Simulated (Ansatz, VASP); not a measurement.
**Ta (Tantalum) in two plane-wave programs**

Aim: how closely do two programs agree when they are given the same cell, functional and k mesh? The cell comes out of the VASP series on this material, whose earlier steps may have relaxed, scaled or displaced it; both programs get it as it stands.

Method: plane waves, with VASP 6.6.1 beside it; relaxation of cell and atoms at PBEsol, spin-orbit coupling, in Ansatz 0.2.0.

## (1) Set-up

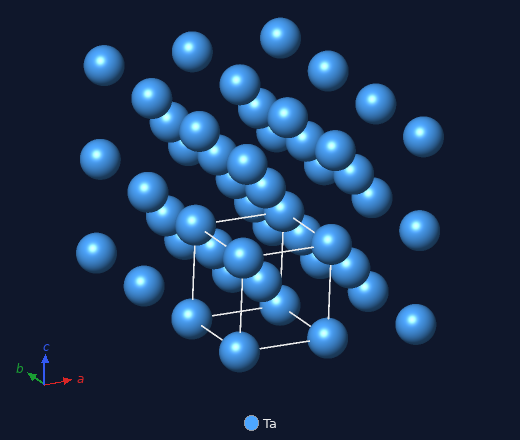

Start, viewed slightly off an axis; tantalum blue. 2×3×2 cells are drawn. This picture shows the conventional cell, with its axes. Some periodic images of atoms are drawn too.

## (2) Ansatz: relaxation of cell and atoms, PBEsol, spin-orbit coupling

Ansatz runs on its fully relativistic PAW (standard-fr) files.

The relaxed volume is the usual yardstick between codes: its relative difference is about their pressure difference at one cell divided by the bulk modulus.

File input.yaml:

```yaml
crystal:
  lattice:
    - [-1.640323923, 1.640323923, 1.640323923]
    - [1.640323923, -1.640323923, 1.640323923]
    - [1.640323923, 1.640323923, -1.640323923]
  atoms:
    - { symbol: Ta, position: [0.0, 0.0, 0.0] }
hamiltonian:
  xc: pbesol
  pseudopotentials: { kind: paw_fr }
magnetization:
  noncollinear: true
  spin_orbit: true
kpoints:
  mp_grid: { grid: [16, 16, 16] }
scf:
  occupations: { method: methfessel_paxton, width: 0.15 }
relax:
  f_tol: 0.01
  max_steps: 60
  cell: { stress_tol: 0.05 }
output:
  forces: true
  stress: true
```

On the command line:

```bash
> ansatz run input.yaml --threads 4 --pin off --max-ram 9216MiB --backend cpu --events-out ev --progress --plain --runs-dir out
```

Numbers of over 12 decimals in the logs are rounded to 6 here.

Log:

```text
Engine: ansatz 0.2.0, aarch64-unknown-linux-gnu
Pseudopotentials: kind: paw_fr
Pseudopotential: Ta, paw_fr, valence charge 13, recommended cutoff 420 eV (normal), Ta.paw.azcp#standard-fr
Functional definition: PBEsol
  exchange = pbesol_x
  correlation = pbesol_c
non-collinear run that drives no moment, with spin-orbit: no starting moment large enough to seed its density (crystal.atoms[].spin), no starting occupations that ask for one, no magnetisation constraint and no magnetic field, so the semilocal B_xc is pinned to zero
Crystal: 1 atoms, lattice volume = 17.654 Å³
Basis set: ecut = 420 eV, 369 PW (Γ), exchange–correlation on 40×40×40 points (8 copies of the dense FFT grid, shifted against one another)
Bands: 22, of which v1, the nominal top of the filled ones, is band 13 counted from 1 (12 counted from 0)
Symmetry: 48 space group operations + 48 with time reversal
Magnetic group: BNS 229.141 (UNI 1643), of the structure as read, at distance tolerance 2.6e-5 Å
k-points: 145 of 4096
Projection manifold: j_resolved (fully-relativistic pseudo-atomic orbitals)
Non-local potential: Ta, projectors of the file, l = 0: 3, l = 1: 4, l = 2: 4, l = 3: 2
PAW form: soft (Blöchl's): semilocal exchange-correlation on the pseudo side does not see the compensation charge
PAW frozen core: Ta, regenerated for the run's functional, and the local potential with it (the file was generated under x = pbe(κ = 0.804, μ = 0.219515), c = pbe(β = 0.066725))
PAW one-centre angular grid: Ta, 590 points (default); XC on 64 Gauss nodes
Initial density: superposition of atomic densities (chi_scale 0.1, normalization cell)
Initial wavefunctions: pseudopotential atomic-orbital guess
Functional: x = pbesol(κ = 0.804, μ = 0.123457), c = pbesol(β = 0.046)
SCF iter   1: F=—  HF=-9828.705785 eV  |F-HF|=—  |Δ(HF+E_count)|=         —  Δρ=4.18e-2  dr2=2.89e-1  dr2_m=0.00e0 (ungated)  ethr=3.10e-3  |M|=0.00e0 ∫|m|=0.00e0 μB  |m|>n=0.0e0 m-floor=0.0e0 τ_xc=0.0e0  β_m=0.30  ⟨swp⟩=6.0  Hψ=8135  notcnv=0
preconditioner: auto → none  [metal: Δε(μ)=0.010 eV  Ē_g=8.667 eV  σ=0.150 eV  W_gap=0.06  n_scr=0 (ndim 8)  ℏωp=19.8 eV  f_vac=0.000  D(μ)=1.50/eV (n_scr^D=18)]
SCF iter   2: F=—  HF=-9828.626044 eV  |F-HF|=—  |Δ(HF+E_count)|=   7.97e-2  S|Δr|=    0.00e0  Δρ=2.53e-2  dr2=8.60e-2  dr2_m=0.00e0 (ungated)  ethr=2.22e-3  |M|=0.00e0 ∫|m|=0.00e0 μB  |m|>n=0.0e0 m-floor=0.0e0 τ_xc=0.0e0  β_m=0.49  ⟨swp⟩=2.0  Hψ=2617  notcnv=0  defer=364
SCF iter   3: F=—  HF=-9828.606901 eV  |F-HF|=—  |Δ(HF+E_count)|=   1.91e-2  S|Δr|=    0.00e0  Δρ=5.18e-3  dr2=1.66e-3  dr2_m=0.00e0 (ungated)  ethr=6.62e-4  |M|=0.00e0 ∫|m|=0.00e0 μB  |m|>n=0.0e0 m-floor=0.0e0 τ_xc=0.0e0  β_m=0.67  ⟨swp⟩=2.4  Hψ=2536  notcnv=0  defer=364
SCF iter   4: F=—  HF=-9828.607821 eV  |F-HF|=—  |Δ(HF+E_count)|=   9.21e-4  S|Δr|=    0.00e0  Δρ=1.86e-4  dr2=2.59e-6  dr2_m=0.00e0 (ungated)  ethr=1.28e-5  |M|=0.00e0 ∫|m|=0.00e0 μB  |m|>n=0.0e0 m-floor=0.0e0 τ_xc=0.0e0  β_m=0.67  ⟨swp⟩=2.0  Hψ=2135  notcnv=0  defer=364
SCF iter   5: F=—  HF=-9828.607822 eV  |F-HF|=—  |Δ(HF+E_count)|=   7.87e-7  S|Δr|=    0.00e0  Δρ=4.58e-5  dr2=7.12e-8  dr2_m=0.00e0 (ungated)  ethr=7.69e-10  |M|=0.00e0 ∫|m|=0.00e0 μB  |m|>n=0.0e0 m-floor=0.0e0 τ_xc=0.0e0  β_m=0.83  ⟨swp⟩=4.7  Hψ=5214  notcnv=0
SCF iter   6: F=-9828.607822 eV  HF=-9828.607822 eV  |F-HF|=1.01e-9  |Δ(HF+E_count)|=   1.55e-8  S|Δr|=    0.00e0  Δρ=3.62e-6  dr2=1.78e-9  dr2_m=0.00e0 (ungated)  ethr=5.48e-10  |M|=0.00e0 ∫|m|=0.00e0 μB  |m|>n=0.0e0 m-floor=0.0e0 τ_xc=0.0e0  ⟨swp⟩=2.3  Hψ=4850  notcnv=0
SCF 1 converged in 6 iterations: F = -9828.607822 eV  dr2 = 1.78e-9
  greatest PAW one-centre occupation: 1.000 electrons in one spin orbital (limit 2), on the Ta atom at site 0 (counted from 0), in its partial waves of l = 0
relax step   1: F+E_penalty+E_count = -9828.60782194 eV  Δ(F+E_penalty+E_count) = +0.000e0 eV  max|allowed force component| = 0.000e0 eV/Å  Δτ_max = 0.0000 Å  P = +0.197 GPa  Ω = 17.654 Å³  (6 SCF iters, dr2 threshold 1.00e-7 eV, accepted)
[...]
relax step   2: F+E_penalty+E_count = -9828.60773391 eV  Δ(F+E_penalty+E_count) = +8.803e-5 eV  max|allowed force component| = 0.000e0 eV/Å  Δτ_max = 0.0000 Å  P = -0.533 GPa  Ω = 17.718 Å³  energy of the carried Pulay correction = -2.087e-5 eV  (3 SCF iters, dr2 threshold 9.69e-8 eV, rejected (line search))
[...]
relax step   3: F+E_penalty+E_count = -9828.60782678 eV  Δ(F+E_penalty+E_count) = -4.845e-6 eV  max|allowed force component| = 0.000e0 eV/Å  Δτ_max = 0.0000 Å  P = -0.001 GPa  Ω = 17.671 Å³  energy of the carried Pulay correction = -5.617e-6 eV  (5 SCF iters, accepted)
[...]
relax step   4: F+E_penalty+E_count = -9828.60783391 eV  Δ(F+E_penalty+E_count) = -7.132e-6 eV  max|allowed force component| = 0.000e0 eV/Å  Δτ_max = 0.0000 Å  P = -0.000 GPa  Ω = 17.671 Å³  stress off target by 1.70e-4 GPa  SCF on the basis re-selected at this cell (its energy is not comparable with the rows above)  (3 SCF iters)
basis re-selected at this cell: Δ(F+E_penalty+E_count) = -7.132e-6 eV, ΔP = +0.000 GPa vs the last step (what re-selecting the basis moved, of the pressure what is left beyond the Pulay correction that the steps carried, after the strain that the cell walked since its last selection, with what the two solves' SCF thresholds leave and, on support functions, any second-order correction that the steps lacked; it is no measure of the basis error at this ecutwfc). This SCF's stress stands 1.70e-4 GPa from its target on what of the cell is left free (relax.cell.stress_tol is 5.00e-2 GPa) and its largest allowed force component is 0.00e0 eV/Å (relax.f_tol is 1.00e-2 eV/Å): [rest of the remark cut]
SCF converged after 3 iterations
Stability not checked: this state was not tested for a lower state beside it, because cold or Methfessel-Paxton smearing, or corrected tetrahedra, fill the levels in a way that the test cannot read (fill_not_monotonic; see scf.lower_state_search)
Magnetization: |M| = 0.0000 μB,  M = (+0.0000, +0.0000, +0.0000) μB
Absolute magnetization: 0.0000 μB (∫|m|)
  site 0: m = (+0.0000, +0.0000, +0.0000) μB, |m| = 0.0000 μB  (R = 1.17 Å)
Free energy (F): -9828.607834 eV
Harris-Foulkes:  -9828.607834 eV  (|F-HF|=5.46e-12)
Internal energy: -9828.606858 eV  (E = F + TS)
E sigma→0 (E₀):  -9828.607590 eV
Entropy (-TS):   -0.000976 eV (-0.976 meV/atom)
Fermi energy:    18.823844 eV
--- Per-component energies (eV) ---
  E_band       = -102.471171
  E_kinetic    = 366.463869
  E_local      = -539.215974  (includes V_loc(G=0)·N_el)
  E_nonlocal   = 14.471044
  E_hartree    = 187.243735
  E_xc         = -216.784422
  E_vxc        = -203.752777  (∫ρ·V_xc dr)
  E_paw        = -8291.672645  (= ΣΔE_a)
  E_vpaw       = -114.924923  (= ΣTr[D̂ρ^β])
  E_aug_tail   = 0.000135  (compensation charges beyond the density's cutoff)
  E_ewald      = -1349.330965
  E_core_change = 0.218366  (= ΣΔE_core)
  E_smearing   = -0.000976  (= −TS)
  E_closure    = 0.000000  (closes the sum)
  Σ components = -9828.607834   (vs F -9828.607834, Δ=0.00e0)
--- Forces (eV/Å), atoms counted from 1 ---
  atom   1  Ta    -0.00000000    -0.00000000     0.00000000
  max |Σ_I F_I| component: 3.04e-31 eV/Å
--- Stress (GPa, compression-positive) ---
       -0.000170      -0.000000       0.000000
        0.000000      -0.000170      -0.000000
       -0.000000      -0.000000      -0.000170
  P = ⅓ Tr σ = -0.0002 GPa (-0.002 kbar)
--- Relaxed structure (3 steps of the walk, 2 accepted, 1 SCFs on fresh bases) ---
  F+E_penalty+E_count = -9828.60783391 eV   max|allowed force component| = 0.000e0 eV/Å   (the final SCF, on the basis selected at the relaxed cell)
  cell:  # Å, volume = 17.6714 Å³
    - [-1.640854, 1.640854, 1.640854]
    - [1.640854, -1.640854, 1.640854]
    - [1.640854, 1.640854, -1.640854]
  atoms:
    - { symbol: Ta, position: [0.0, 0.0, 0.0] }
```

Run time: 9.4 s. Hardware: 4 threads of Arm Neoverse N1, shared host; peak memory 0.42 GiB.

## (3) VASP: relaxation of cell and atoms, PBEsol, spin-orbit coupling

The same cell, functional, mesh and smearing now go to VASP, with its own data sets and cutoff.

Lines of VASP's logs that name or quote its potential files are left out, and so is its time.

File INCAR:

```
SYSTEM = Ta
PREC = Accurate
ENCUT = 450
EDIFF = 1E-06
NELM = 100
ISMEAR = 1
SIGMA = 0.15
LREAL = .FALSE.
ALGO = Normal
GGA = PS
LNONCOLLINEAR = .TRUE.
MAGMOM = 0 0 0
NBANDS = 22
GGA_COMPAT = .FALSE.
LASPH = .TRUE.
LSORBIT = .TRUE.
LMAXMIX = 4
LORBIT = 11
LWAVE = .FALSE.
LCHARG = .FALSE.
KPAR = 8
IBRION = 2
NSW = 50
ISIF = 3
EDIFFG = -0.006
```

File POSCAR:

```
Ta
1.0
   -1.6403239230      1.6403239230      1.6403239230
    1.6403239230     -1.6403239230      1.6403239230
    1.6403239230      1.6403239230     -1.6403239230
Ta
1
Direct
    0.0000000000      0.0000000000      0.0000000000
```

File KPOINTS:

```
Automatic mesh
0
Gamma
16 16 16
0 0 0
```

Potentials, in the order of the species: Ta_pv (PBE family, release 64).

On the command line:

```bash
> mpirun -np 8 vasp_ncl
```

Log:

```text
[banner, memory and clock lines left out]
running    8 mpi-ranks, on    1 nodes
 distrk:  each k-point on    1 cores,    8 groups
 distr:  one band on    1 cores,    1 groups

 POSCAR found type information on POSCAR Ta
 POSCAR found :  1 types and       1 ions
|                                                                             |
|           W    W    AA    RRRRR   N    N  II  N    N   GGGG   !!!           |
|           W    W   A  A   R    R  NN   N  II  NN   N  G    G  !!!           |
|           W    W  A    A  R    R  N N  N  II  N N  N  G       !!!           |
|           W WW W  AAAAAA  RRRRR   N  N N  II  N  N N  G  GGG   !            |
|           WW  WW  A    A  R   R   N   NN  II  N   NN  G    G                |
|           W    W  A    A  R    R  N    N  II  N    N   GGGG   !!!           |
|                                                                             |
|     For optimal performance we recommend to set                             |
|       NCORE = 2 up to number-of-cores-per-socket                            |
|     NCORE specifies how many cores store one orbital (NPAR=cpu/NCORE).      |
|     This setting can greatly improve the performance of VASP for DFT.       |
|     The default, NCORE=1 might be grossly inefficient on modern             |
|     multi-core architectures or massively parallel machines. Do your        |
|     Unfortunately you need to use the default for GW and RPA                |
|     calculations (for HF NCORE is supported but not extensively tested      |
|     yet).                                                                   |
|                                                                             |

|                                                                             |
|               ----> ADVICE to this user running VASP <----                  |
|                                                                             |
|     You enforced a specific xc type in the INCAR file but a different       |
|     [... a line on the potential file left out ...]
|     I HOPE YOU KNOW WHAT YOU ARE DOING!                                     |
|                                                                             |

 LDA part: xc-table for (Slater+PW92), standard interpolation
 POSCAR, INCAR and KPOINTS ok, starting setup
 FFT: planning ... GRIDC
 FFT: planning ... GRID_SOFT
 FFT: planning ... GRID
 WAVECAR not read
 entering main loop
       N       E                     dE             d eps       ncg     rms          rms(c)
DAV:   1     0.847244231333E+02    0.84724E+02   -0.54393E+03  6380   0.926E+02
DAV:   2    -0.113540404886E+02   -0.96078E+02   -0.93168E+02  7434   0.304E+02
DAV:   3    -0.137623292590E+02   -0.24083E+01   -0.23874E+01  7690   0.464E+01
DAV:   4    -0.137739390156E+02   -0.11610E-01   -0.11606E-01  7416   0.345E+00
DAV:   5    -0.137740212769E+02   -0.82261E-04   -0.82253E-04  7526   0.266E-01    0.143E+01
DAV:   6    -0.133809658970E+02    0.39306E+00   -0.31998E-01  7438   0.647E+00    0.696E+00
DAV:   7    -0.132639378205E+02    0.11703E+00   -0.27123E-01  7420   0.548E+00    0.123E+00
DAV:   8    -0.132638577334E+02    0.80087E-04   -0.98241E-03  7452   0.583E-01    0.309E-01
DAV:   9    -0.132628893341E+02    0.96840E-03   -0.19831E-03  7546   0.539E-01    0.743E-02
DAV:  10    -0.132628434301E+02    0.45904E-04   -0.11002E-04  7294   0.123E-01    0.202E-02
DAV:  11    -0.132628413205E+02    0.21096E-05   -0.47602E-06  7852   0.253E-02    0.721E-03
DAV:  12    -0.132628413030E+02    0.17509E-07   -0.45563E-08  4228   0.239E-03
   1 F= -.13262841E+02 E0= -.13262480E+02  d E =-.132628E+02  mag=     0.0000    -0.0000    -0.0000
 curvature:   0.00 expect dE= 0.000E+00 dE for cont linesearch  0.000E+00
 trial: gam= 0.00000 g(F)=  0.358E-62 g(S)=  0.223E-05 ort = 0.000E+00 (trialstep = 0.100E+01)
 search vector abs. value=  0.223E-05
 reached required accuracy - stopping structural energy minimisation
```

OUTCAR, selected parts (step 3):

```text
ion  position               nearest neighbor table
   1  0.000  0.000  0.000-

  LATTYP: Found a body centered cubic cell.
 ALAT       =     3.2806478460

 Subroutine GETGRP returns: Found 48 space group operations
 (whereof 48 operations were pure point group operations)

The static configuration has the point symmetry O_h .

 Found    145 irreducible k-points:

   k-points           NKPTS =    145   k-points in BZ     NKDIM =    145   number of bands    NBANDS=     22

   dimension x,y,z NGX =    20 NGY =   20 NGZ =   20
   dimension x,y,z NGXF=    40 NGYF=   40 NGZF=   40

   ENCUT  =  450.0 eV  33.07 Ry    5.75 a.u.   4.91  4.91  4.91*2*pi/ulx,y,z

   NELECT =      11.0000    total number of electrons

 k-points in reciprocal lattice and weights: Automatic mesh
   0.00000000  0.00000000  0.00000000       0.000
   0.06250000  0.00000000  0.00000000       0.003
   0.12500000  0.00000000  0.00000000       0.003
   0.18750000  0.00000000  0.00000000       0.003
   0.25000000  0.00000000  0.00000000       0.003
   0.31250000  0.00000000  0.00000000       0.003
   0.37500000  0.00000000  0.00000000       0.003
   0.43750000  0.00000000  0.00000000       0.003
   0.50000000  0.00000000  0.00000000       0.001
[...]
0.50000000  0.50000000  0.43750000       0.003
   0.50000000  0.50000000  0.50000000       0.000

 average (electrostatic) potential at core
       1 -36.0469

 E-fermi :   5.4482

 k-point     1 :       0.0000    0.0000    0.0000
  band No.  band energies     occupation
    ...
      4     -24.8922      1.00000
      5     -24.8922      1.00000
      6     -24.8922      1.00000
      7      -2.5226      1.00000
      8      -2.5226      1.00000
      9       6.0330     -0.00000
     10       6.0330     -0.00000
     11       6.0330     -0.00000
     12       6.0330     -0.00000
     13       6.4512     -0.00000
    ...

 k-point     2 :       0.0625    0.0000    0.0000
  band No.  band energies     occupation
    ...
      4     -24.9410      1.00000
      5     -24.9015      1.00000
      6     -24.9015      1.00000
      7      -2.3406      1.00000
      8      -2.3406      1.00000
      9       5.9607     -0.00001
     10       5.9607     -0.00001
     11       6.0777     -0.00000
     12       6.0777     -0.00000
     13       6.5042     -0.00000
    ...

 k-point     3 :       0.1250    0.0000    0.0000
  band No.  band energies     occupation
    ...
      4     -25.0774      1.00000
      5     -24.9279      1.00000
      6     -24.9279      1.00000
      7      -1.8203      1.00000
      8      -1.8203      1.00000
      9       5.7037     -0.01839
     10       5.7037     -0.01839
     11       5.9691     -0.00001
     12       5.9691     -0.00001
     13       6.9284     -0.00000
    ...

  Total        0.0039241      0.0039241      0.0039241      0.0000000      0.0000000     -0.0000000
  in kB        0.3561238      0.3561238      0.3561238      0.0000000      0.0000000     -0.0000000
  external PRESSURE =       0.3561238 kB  Pullay stress =       0.0000000 kB

  energy-cutoff  :      450.00
  volume of cell :       17.65
      direct lattice vectors                 reciprocal lattice vectors
    -1.640323923  1.640323923  1.640323923     0.000000000  0.304817843  0.304817843
     1.640323923 -1.640323923  1.640323923     0.304817843  0.000000000  0.304817843
     1.640323923  1.640323923 -1.640323923     0.304817843  0.304817843  0.000000000

 POSITION                                       TOTAL-FORCE (eV/Angst)
 -----------------------------------------------------------------------------------
      0.00000      0.00000      0.00000        -0.000000     -0.000000     -0.000000
 -----------------------------------------------------------------------------------
    total drift:                                0.000000     -0.000000     -0.000000

  FREE ENERGIE OF THE ION-ELECTRON SYSTEM (eV)
  ---------------------------------------------------
  free  energy   TOTEN  =       -13.2628413030 eV

  energy  without entropy=      -13.2617571571  energy(sigma->0) =      -13.26247992

 reached required accuracy - stopping structural energy minimisation

 Spin-Orbit-Coupling matrix elements
 Ion:    1  E_soc:     -1.4181133

 total charge
# of ion       s       p       d       tot
------------------------------------------
    1        0.374   6.171   2.439   8.984

 magnetization (x)
# of ion       s       p       d       tot
------------------------------------------
    1        0.000  -0.000   0.000  -0.000

 magnetization (y)
# of ion       s       p       d       tot
------------------------------------------
    1        0.000   0.000   0.000   0.000

 magnetization (z)
# of ion       s       p       d       tot
------------------------------------------
    1        0.000   0.000   0.000   0.000

[... 3 further parts left out ...]
```

CONTCAR:

```
Ta
   1.00000000000000
    -1.6403239230000000    1.6403239230000000    1.6403239230000000
     1.6403239230000000   -1.6403239230000000    1.6403239230000000
     1.6403239230000000    1.6403239230000000   -1.6403239230000000
  Ta
     1
Direct
     0.0000000000000000    0.0000000000000000    0.0000000000000000
```

## (4) Side by side

Known differences besides the PAW data sets themselves: spin-orbit coupling enters by fully relativistic files in Ansatz and inside the spheres in VASP; both relaxations stop at a tolerance, which leaves soft axes loose, and VASP keeps its plane-wave basis; the data sets hold 13 valence electrons in Ansatz (fully relativistic PAW (standard-fr) files) and 11 in VASP; the cutoff is 420 eV in Ansatz and 450 eV in VASP; Ansatz makes its cores anew for this functional, VASP keeps those of its PBE data sets; Ansatz adds a Pulay correction to the stress that steers its cell, VASP none. Total energies have different zeros and are not compared.

The two programs side by side:

| quantity | Ansatz | VASP | difference |
| --- | --- | --- | --- |
| volume (Å³) | 17.67 | 17.65 | +0.10 % |
| edge a after relaxation, in the typed setting (Å) | 2.842 | 2.841 | +0.03 % |

The walks stopped with 0.00 GPa left in Ansatz and 0.04 GPa in VASP; each walk ends within a tolerance, so the volume difference is uncertain by about these residues over the bulk modulus, most in soft cells.

## (5) Outcome

```json
{
 "difference in volume (relaxation of cell and atoms, PBEsol, spin-orbit coupling)": "0.097 %"
}
```

The difference in volume is 0.097 % (relaxation of cell and atoms, PBEsol, spin-orbit coupling), within the 1.2 % picked in this series as the mark of a large difference, as far as the stopping tolerances let one tell. Differences of this kind measure data sets and numerical settings, not the functional's error against experiment.

[Lines on the potential files, build, host, timing and source positions are cut from VASP's logs without a mark.]

[Logs are printed without paths, hosts, clocks, repeated set-up lines and the standing remarks that a program may print on its own settings, such as how far it seeks lower states.]

[Hosts, paths, dates, database ids (printed as entryN), source tags and the programs' standing remarks are cut or masked in the printed files.]
